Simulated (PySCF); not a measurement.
# CH2OPm (Pm(H2CO)3+): the cost of one run

Program: PySCF 2.14.0. Level of theory: several levels, as the steps say, no spin–orbit coupling. These are calculated values, not measurements.

1 further run of the same task is left out (for a known fault of the program).

## (1) Where the work starts

5 atoms, charge 3, spin multiplicity 1.

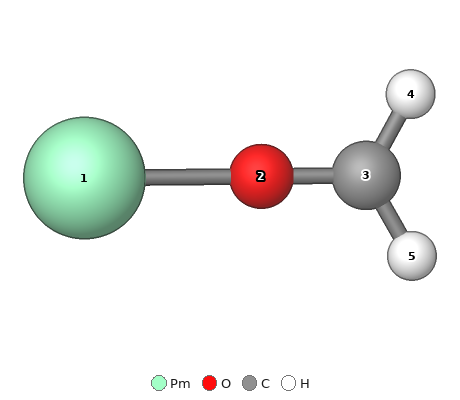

The structure; promethium light green, oxygen red, carbon grey, hydrogen white; atoms are numbered from 1 in the order of the file.

As a file:

```
Pm    0.0000    0.0000   -0.2505
O     0.0000    0.0000    1.8868
C     0.0000    0.0000    3.1530
H     0.9707    0.0000    3.6977
H    -0.9707    0.0000    3.6977
```

Formal oxidation states: Pm +3. Each metal's 4 4f electrons lie in its core potential, so multiplicities, spins and levels count the valence alone. An earlier session relaxed this geometry at PBE0, Pm lcecp-1-SVP with ECP50, O def2-SVP, C def2-SVP, H def2-SVP (singlet, point group C2v).

At PBE0 on the finer grid: E = -147.123187 Eh, HOMO -24.96 eV, LUMO -19.30 eV, Mulliken charge on Pm1 +2.47 e, largest force component 0.013 eV/Å. 

Levels to run: revPBE; TPSSh; PBE0, TZVP. Hardware: 2 threads of Arm Neoverse V1, shared host.

## (2) revPBE

run.py (the lines that set the calculation) reads:

```python
mol = gto.M(atom='''
Pm     0.00000     0.00000    -0.25045
O      0.00000     0.00000     1.88677
C      0.00000     0.00000     3.15295
H      0.97074     0.00000     3.69771
H     -0.97074     0.00000     3.69771''',
    basis={'Pm': 'lcecp-1-SVP', 'O': 'def2-SVP', 'C': 'def2-SVP', 'H': 'def2-SVP'},
    ecp={'Pm': 'lcecp-1-SVP'},
    charge=3, spin=0)
mf = dft.RKS(mol, xc='PBE_R,PBE')
mf.grids.atom_grid = (75, 302)  # f atoms: unpruned, at least (60, 302)
mf = mf.density_fit()  # fitting sets: Pm AutoAux, O def2-universal-JKFIT, C def2-universal-JKFIT, H def2-universal-JKFIT
mf.conv_tol = 1e-08; mf.max_cycle = 55
mf.kernel(dm0)  # dm0: the density of the relaxed state
```

On the command line:

```
$ OMP_NUM_THREADS=2 python run.py
```

**Question.** How long does this run take on 2 threads of Arm Neoverse V1, shared host?

About 2.6 s.
